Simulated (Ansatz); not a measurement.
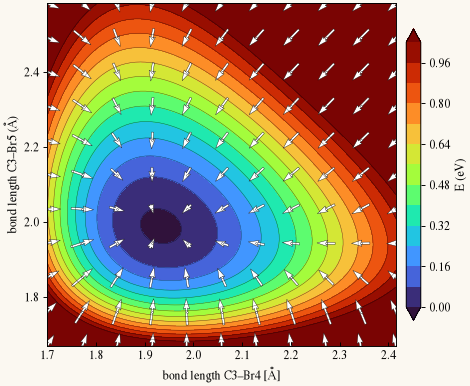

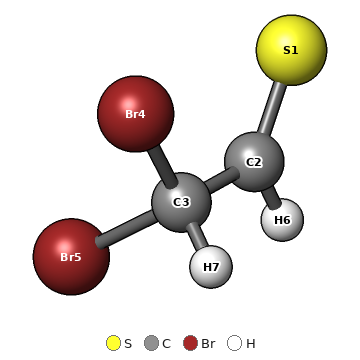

Energy landscape of C2H2Br2S, SMILES S=CC(Br)Br. First axis: bond length C3–Br4. Second axis: bond length C3–Br5. Nothing is relaxed (all other coordinates rigid). The scan uses an 11 × 11 grid. All energies are given in eV relative to the lowest grid point. Method: RKS PBE-D4/def2-SVP in Ansatz.

The picture shows filled contours, dots at the grid points, arrows along the force (downhill), their lengths compressed, one colour for all values above the top of the scale. Between grid points the surface is interpolated. The second picture is the structure at the lowest point.

Q: Where are the wells?

A: The lowest grid point is at bond length C3–Br4 = 1.915 Å, bond length C3–Br5 = 2.034 Å. It is the only kind of minimum in the scanned range. The highest grid point, bond length C3–Br4 = 2.415 Å, bond length C3–Br5 = 2.583 Å, lies 2.21 eV above the lowest. Round the minimum the two coordinates are weakly coupled (coupling 0.14 in units of the two stiffnesses).

The values on the grid:

| bond length C3–Br5 ↓, bond length C3–Br4 → | 1.700 | 1.772 | 1.843 | 1.915 | 1.986 | 2.058 | 2.129 | 2.200 | 2.272 | 2.343 | 2.415 |
| --- | --- | --- | --- | --- | --- | --- | --- | --- | --- | --- | --- |
| 2.583 | 1.42 | 1.11 | 0.98 | 0.98 | 1.05 | 1.19 | 1.36 | 1.56 | 1.77 | 1.99 | 2.21 |
| 2.491 | 1.24 | 0.93 | 0.80 | 0.78 | 0.85 | 0.98 | 1.15 | 1.35 | 1.56 | 1.77 | 1.99 |
| 2.400 | 1.08 | 0.76 | 0.61 | 0.59 | 0.65 | 0.78 | 0.95 | 1.13 | 1.34 | 1.55 | 1.76 |
| 2.308 | 0.92 | 0.59 | 0.43 | 0.40 | 0.46 | 0.58 | 0.74 | 0.92 | 1.12 | 1.33 | 1.54 |
| 2.217 | 0.78 | 0.44 | 0.27 | 0.23 | 0.28 | 0.39 | 0.54 | 0.72 | 0.92 | 1.12 | 1.32 |
| 2.126 | 0.69 | 0.32 | 0.14 | 0.09 | 0.13 | 0.23 | 0.37 | 0.54 | 0.74 | 0.93 | 1.13 |
| 2.034 | 0.65 | 0.26 | 0.07 | 0.00 | 0.03 | 0.12 | 0.25 | 0.42 | 0.60 | 0.79 | 0.99 |
| 1.943 | 0.70 | 0.30 | 0.09 | 0.00 | 0.02 | 0.10 | 0.22 | 0.38 | 0.55 | 0.73 | 0.92 |
| 1.852 | 0.91 | 0.48 | 0.25 | 0.15 | 0.15 | 0.21 | 0.32 | 0.47 | 0.63 | 0.81 | 0.99 |
| 1.760 | 1.34 | 0.89 | 0.63 | 0.51 | 0.49 | 0.54 | 0.64 | 0.77 | 0.92 | 1.09 | 1.26 |
| 1.669 | 2.10 | 1.62 | 1.35 | 1.20 | 1.16 | 1.20 | 1.28 | 1.39 | 1.53 | 1.68 | 1.84 |

The whole map (121 points run) took 12 min on 1 thread of Arm Neoverse V1 (shared host).
